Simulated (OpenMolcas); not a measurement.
**GaF: energy and gradient calculation**

- system: GaF, SMILES [F][Ga]
- method: B97-D (no dispersion term)/aug-cc-pVTZ, RKS (OpenMolcas 26.06)

The geometry comes from this level: GFN2-xTB.

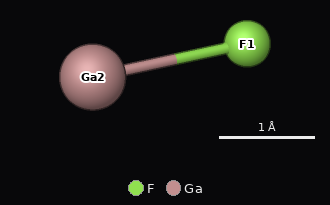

The structure as given in the input (ball-and-stick view, seen at a tilt; atoms are numbered from 1 in the order of the input). Sticks mark near contacts. Bond lengths as drawn: F–Ga 1.80 Å.

The input:
```
&GATEWAY
 BasLib
 $CurrDir
 Coord
 coord.xyz
 Basis
 aug-cc-pVTZ
 Group
 NoSym

&SEWARD

&SCF
 KSDFT
 GGA_XC_B97_D
 Thresholds
 1e-06 0.001 0.001 0.01
 PrOrbitals
 1 1

&ALASKA
```

File coord.xyz:
```
2

F      0.000000     0.000000     0.000000
Ga     0.000000     0.000000     1.799150
```

Machine: 1 thread of Arm Neoverse V1, 24 GiB of memory available, shared host.

Run as:
```bash
export MOLCAS_MEM=1860
pymolcas job.input > job.log
```

Log:
```
--- Start Module: gateway ---

                                              &GATEWAY

                       available to each process: 1.9 GB of memory, 1 thread

 Basis Set     1 Label: F.AUG-CC-PVTZ
 Basis set is read from library:.
 basistype.tbl is not found

 Basis Set     2 Label: GA.AUG-CC-PVTZ
 Basis set is read from library:.
 basistype.tbl is not found

++    Symmetry information:
      ---------------------

                    Character Table for C1

                             E
                    a        1  x, y, xy, Rz, z, xz, Ry, yz, Rx, I
--

++    Basis set information:
      ----------------------

      Basis set label: F.AUG-CC-PVTZ.........

      Electronic valence basis set:
      ------------------
      Associated Effective Charge   9.000000 au
      Associated Actual Charge      9.000000 au
      Nuclear Model: Point charge

      Shell  nPrim  nBasis  Cartesian Spherical Contaminant
         s      11       5        X
         p       6       4        X
         d       3       3                 X
         f       2       2                 X

      Basis set label: GA.AUG-CC-PVTZ.........

      Electronic valence basis set:
      ------------------
      Associated Effective Charge  31.000000 au
      Associated Actual Charge     31.000000 au
      Nuclear Model: Point charge

      Shell  nPrim  nBasis  Cartesian Spherical Contaminant
         s      21       7        X
         p      14       6        X
         d      10       4                 X
         f       2       2                 X
--

++    Molecular structure info:
      -------------------------

                    ************************************************
                    **** Cartesian Coordinates / bohr, angstrom ****
                    ************************************************

     Center  Label                x              y              z                     x              y              z
        1      F1               0.000000       0.000000       0.000000              0.000000       0.000000       0.000000
        2      GA2              0.000000       0.000000       3.399901              0.000000       0.000000       1.799150
--

            Nuclear Potential Energy             82.06121877 au

--- Stop Module: gateway /rc=_RC_ALL_IS_WELL_ ---

--- Start Module: seward ---

                                              &SEWARD

                       available to each process: 1.9 GB of memory, 1 thread

               SEWARD will generate:
                  Multipole Moment integrals up to order  2
                  Kinetic Energy integrals
                  Nuclear Attraction integrals (point charge)
                  One-Electron Hamiltonian integrals
                  Velocity integrals
                  Orbital angular momentum around (  0.0000   0.0000   2.6653 )
                  Velocity quadrupole around (  0.0000   0.0000   2.6653 )
                  Two-Electron Repulsion integrals

                   Integrals are discarded if absolute value <: 1.00E-14
                   Integral cutoff threshold is set to       <: 1.00E-16

            Nuclear Potential Energy             82.06121877 au

      Basis set specifications :
      Symmetry species         a
      Basis functions          105

--- Stop Module: seward /rc=_RC_ALL_IS_WELL_ ---
--- Module seward spent 2 seconds ---

--- Start Module: scf ---

                                                &SCF

                       available to each process: 1.9 GB of memory, 1 thread

 ###############################################################################
 ###     Minimized-density-differences option turned off!                    ###
 ###############################################################################
 ###    WARNING:  Find_Functional: Dispersion corrections are                ###
 ###    not implemented!                                                     ###
 ###############################################################################
          Functional=GGA_XC_B97_D
++    Input section:
      --------------

      Header of the integral files:

      Cartesian coordinates in angstrom:
      -----------------------------------------------------
      No.  Label        X            Y            Z
      -----------------------------------------------------
       1   F1         0.00000000   0.00000000   0.00000000
       2   GA2        0.00000000   0.00000000   1.79915000
      -----------------------------------------------------
      Nuclear repulsion energy =   82.06121877
--

++    Orbital specifications:
      -----------------------

      Symmetry species               1
                                     a
      Frozen orbitals                0
      Occupied orbitals             20
      Secondary orbitals            85
      Deleted orbitals               0
      Total number of orbitals     105
      Number of basis functions    105
--

      Molecular charge                           0.000

      Numerical integration parameters
      --------------------------------
      Radial quadrature type:                         MHL
      Size of radial grid:                            75
      Lebedev angular grid:                           29
      Angular grid pruned with the crowding factor:  3.00E+00
                                 and fading factor:  6.00E+00
      Screening threshold for integral computation:   1.00E-11
      Radial quadrature accuracy:                     1.00E-25
      Maximum batch size:                             128
      AO values are stored on disk
      The same grid will be used for all iterations.

      DFT functional specifications
      -----------------------------
      Using Libxc version: 6.2.2
      Please cite the following reference:
      S. Lehtola, C. Steigemann, M. J.T. Oliveira, and M. A.L. Marques.,  SoftwareX 7, 1–5 (2018) doi:10.1016/j.softx.2017.11.002

      * Becke 97-D

++    Optimization specifications:
      ----------------------------

      SCF Algorithm: Conventional
      D(i)-D(i-1) density differences are used
      Number of density matrices in core                 5
      Maximum number of NDDO SCF iterations            400
      Maximum number of HF SCF iterations              400
      Threshold for SCF energy change             1.00E-06
      Threshold for density matrix                1.00E-03
      Threshold for Fock matrix                   1.00E-03
      Threshold for linear dependence             1.00E-09
      Threshold at which DIIS is turned on        1.50E-01
      Maximum depth in the DIIS procedure                5
      Maximum depth in the BFGS Hessian update          30
      Threshold at which QNR/C2DIIS is turned on  7.50E-02
      Threshold for Norm(delta) (QNR/C2DIIS)      1.00E-02
      All orbitals punched on: SCFORB
--

      Input vectors read from INPORB
      Orbital file label: *Guess orbitals

++ Convergence information
                                   [...]      iterations: Energy and convergence statistics

Iter     Tot. [...]      One-elec.       Two-elec.     Energy      Max Dij or  Max Fij      DNorm      TNorm      AccCon     Time
         Energy          Energy          Energy        Change      Delta Norm                                                in Sec.

 The total and one-electron energies are shifted by a value of      2000. a.u.

   1   -25.585009582 -1078.368602321   970.722373974   0.00E+00    9.06E-01*   1.67E-01*    9.61E+00   3.06E+02   None         0.
   2   -22.244009169 -1062.336297835   958.031069901   3.34E+00*   3.43E-01*   5.81E-02*    1.33E+01   3.01E+02   EDIIS        0.
   3   -25.440321398 -1070.343486578   962.841946414  -3.20E+00*   7.58E-02*   4.27E-02*    8.09E+00   3.04E+02   EDIIS        0.
   4   -25.728389476 -1074.962735621   967.173127379  -2.88E-01*   2.27E-02*   9.47E-03*    3.89E+00   3.05E+02   c2DIIS       0.
   5   -25.729218401 -1075.802677186   968.012240020  -8.29E-04*   4.04E-02*   9.65E-03*    9.39E-01   3.05E+02   QNRc2DIIS    0.
   6   -25.727436428 -1074.703637844   966.914982651   1.78E-03*   3.05E-02*   1.33E-02*    1.18E+00   3.05E+02   QNRc2DIIS    0.
   7   -25.729917862 -1074.902878766   967.111742138  -2.48E-03*   6.84E-03    3.92E-03*    5.23E-01   3.05E+02   QNRc2DIIS    0.
   8   -25.730083150 -1075.290961809   967.499659894  -1.65E-04*   8.07E-04    3.96E-04     2.01E-01   3.05E+02   QNRc2DIIS    0.
   9   -25.730085189 -1075.251104451   967.459800497  -2.04E-06*   1.81E-04    6.08E-05     1.55E-02   3.05E+02   QNRc2DIIS    0.
  10   -25.730085237 -1075.250235725   967.458931723  -4.83E-08    5.91E-05    1.54E-05     2.55E-03   3.05E+02   QNRc2DIIS    0.

       Convergence after  10 Iterations
--

 *****************************************************************************************************************************
 *                                             SCF/KS-DFT Program, Final results                                             *
 *                                                       Final Results                                                       *
 *****************************************************************************************************************************

::    Total KS-DFT energy                           -2025.7300852370
      One-electron energy                           -3075.2502357252
      Two-electron energy                             967.4589317228
      Nuclear repulsion energy                         82.0612187654
      Kinetic energy (interpolated)                  2022.0810496472
      Virial theorem                                    1.0018045941
      Total spin, S(S+1)                                0.0000000000
      Total spin, S                                     0.0000000000
      Max non-diagonal density matrix element           0.0000757900
      Max non-diagonal Fock matrix element              0.0000091292

      All orbitals with orbital energies smaller than  E(LUMO)+0.5 are printed

++    Molecular orbitals:
      -------------------

      Title: RKS-DFT orbitals

      Molecular orbitals for symmetry species 1: a

          Orbital            1         2         3         4         5         6         7         8         9        10
          Energy         -370.8872  -45.4613  -40.3468  -40.3468  -40.3437  -24.1933   -5.3102   -3.6426   -3.6426   -3.6340
          Occ. No.          2.0000    2.0000    2.0000    2.0000    2.0000    2.0000    2.0000    2.0000    2.0000    2.0000

          Orbital           11        12        13        14        15        16        17        18        19        20
          Energy           -1.0172   -0.7752   -0.7752   -0.7693   -0.7693   -0.7641   -0.3885   -0.3175   -0.3175   -0.2517
          Occ. No.          2.0000    2.0000    2.0000    2.0000    2.0000    2.0000    2.0000    2.0000    2.0000    2.0000

          Orbital           21        22        23        24        25        26        27        28        29        30
          Energy           -0.0803   -0.0803   -0.0127    0.0006    0.0335    0.0335    0.0529    0.0638    0.0638    0.0727
          Occ. No.          0.0000    0.0000    0.0000    0.0000    0.0000    0.0000    0.0000    0.0000    0.0000    0.0000

          Orbital           31        32        33        34        35        36        37        38        39        40
          Energy            0.0727    0.0798    0.1345    0.2015    0.2237    0.2237    0.2400    0.2400    0.2522    0.2578
          Occ. No.          0.0000    0.0000    0.0000    0.0000    0.0000    0.0000    0.0000    0.0000    0.0000    0.0000

          Orbital           41        42        43        44        45        46        47        48        49        50
          Energy            0.2578    0.2704    0.2704    0.2917    0.2947    0.2947    0.2971    0.2971    0.4149    0.4149
          Occ. No.          0.0000    0.0000    0.0000    0.0000    0.0000    0.0000    0.0000    0.0000    0.0000    0.0000

--

++    Molecular charges:
      ------------------

      Mulliken charges per centre and basis function type
      ---------------------------------------------------

                F1      GA2
      1s       3.8238  8.2793
      2px      1.9149  4.0657
      2pz      1.6080  4.2708
      2py      1.9149  4.0657
      3d2+     0.0000  2.0000
      3d1+     0.0043  2.0115
      3d0     -0.0015  2.0084
      3d1-     0.0043  2.0115
      3d2-     0.0000  2.0000
      4f3+     0.0000  0.0000
      4f2+     0.0000  0.0000
      4f1+     0.0006  0.0030
      4f0      0.0008  0.0105
      4f1-     0.0006  0.0030
      4f2-     0.0000  0.0000
      4f3-     0.0000  0.0000
      Total    9.2707 30.7293

      N-E     -0.2707  0.2707

      Total electronic charge=   40.000000

      Total            charge=   -0.000000
--

++    Molecular properties:
      ---------------------

      Charge (e):
                      =   -0.0000
      Dipole Moment (debye):
      Origin of the operator (angstrom)=    0.0000    0.0000    1.4104
                   X=  5.9152E-14               Y= -3.2604E-15               Z=  2.2936E+00           Total=  2.2936E+00
      Quadrupole Moment (debye*angstrom):
      Origin of the operator (angstrom)=    0.0000    0.0000    1.4104
                  XX= -1.9064E+01              XY= -2.4101E-15              XZ=  3.5136E-14              YY= -1.9064E+01
                  YZ= -7.8933E-17              ZZ= -2.5581E+01
      In traceless form (debye*angstrom)
                  XX=  3.2586E+00              XY= -3.6152E-15              XZ=  5.2703E-14              YY=  3.2586E+00
                  YZ= -1.1840E-16              ZZ= -6.5171E+00
--

--- Stop Module: scf /rc=_RC_ALL_IS_WELL_ ---
--- Module scf spent 4 seconds ---

--- Start Module: alaska ---

                                              &ALASKA

                       available to each process: 1.9 GB of memory, 1 thread

                     Threshold for contributions to the gradient: 1.000E-07

                    ********************************************
                    * Symmetry Adapted Cartesian Displacements *
                    ********************************************

           Irreducible representation : a
           Basis function(s) of irrep: x, y, xy, Rz, z, xz, Ry, yz, Rx, I

 Basis Label        Type   Center Phase
   1   F1           x         1     1
   2   F1           y         1     1
   3   F1           z         1     1
   4   GA2          x         2     1
   5   GA2          y         2     1
   6   GA2          z         2     1

                     No automatic utilization of translational and rotational invariance of the energy is employed.

 ###############################################################################
 ###    WARNING:  Find_Functional: Dispersion corrections are                ###
 ###    not implemented!                                                     ###
 ###############################################################################
          Functional=GGA_XC_B97_D
 Rotational correction to the DFT gradient is turned off due to close-to-degeneracy problems!

 DFT contribution computed for a moving grid.

 Conventional ERI gradients!

 **************************************************
 *              Molecular gradients               *
 **************************************************

  Irreducible representation: a
 ------------------------------------------------------------------------------------------
                              X                       Y                       Z
 ------------------------------------------------------------------------------------------
  F1               -2.19892992157891E-15    3.22228954959810E-14    4.23633235951115E-03
  GA2               2.19979728331690E-15   -3.22158481818598E-14   -4.23633235949694E-03
 ------------------------------------------------------------------------------------------

--- Stop Module: alaska /rc=_RC_ALL_IS_WELL_ ---
--- Module alaska spent 5 seconds ---

.##################.
.# Happy landing! #.
.##################.

    Timing: Wall=13.41 User=11.33 System=2.07
```

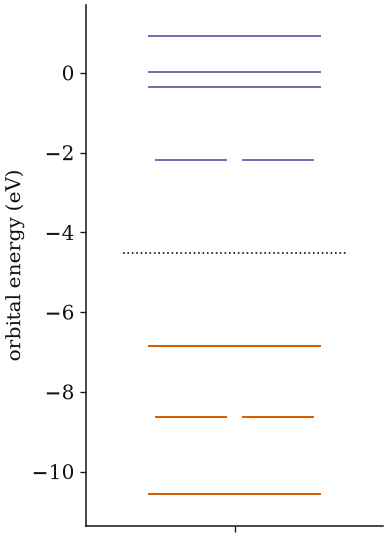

Orbital energies near the frontier; the dotted line parts filled from empty levels, and levels within 0.02 eV of each other stand side by side. Highest filled −6.85 eV, lowest empty −2.19 eV, 4.66 eV apart.

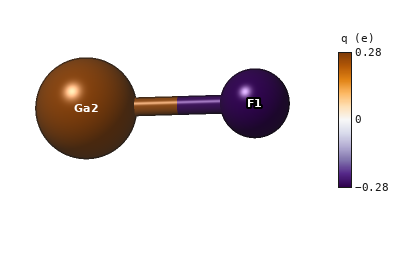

Mulliken charges, as the colour of each atom (ball-and-stick view, seen at a tilt; atoms are numbered from 1 in the order of the input). By element: F −0.27 and Ga +0.27 e.

Key numbers:

- outcome: converged
- total energy: −2025.730085 hartree
- basis functions: 105
- largest force: 0.218 eV/Å
- HOMO: −6.85 eV
- LUMO: −2.19 eV
- dipole moment: 2.29 debye
- wall time: 14 s
- peak memory: 0.6 GiB
